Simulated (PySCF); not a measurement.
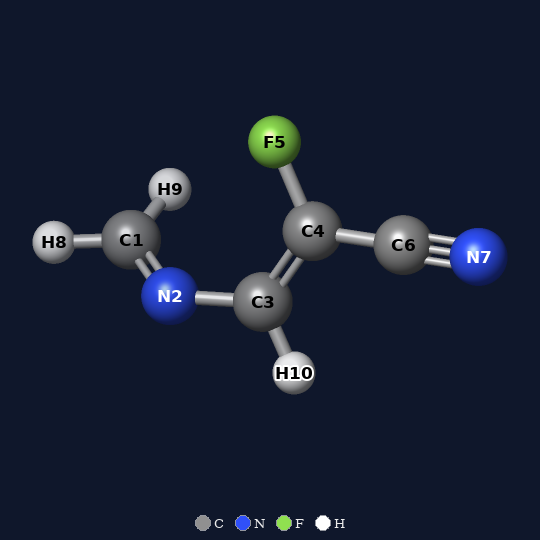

The geometry was computed by an optimisation with GFN2-xTB. No frequency run is at hand to confirm it as a minimum. Level of theory: delta-SCF UKS SCAN, pcX-2 on the ionised atom, pcseg-1 elsewhere, spin-free X2C (PySCF 2.14.0).

Give the core-electron binding energies (to vacuum) of C1 1s, N2 1s, C3 1s, C4 1s, F5 1s, C6 1s, N7 1s.

```
atom  level  binding energy (eV)
  C1     1s                292.5
  N2     1s                406.1
  C3     1s                292.4
  C4     1s                293.8
  F5     1s                693.6
  C6     1s                292.3
  N7     1s                404.9
```
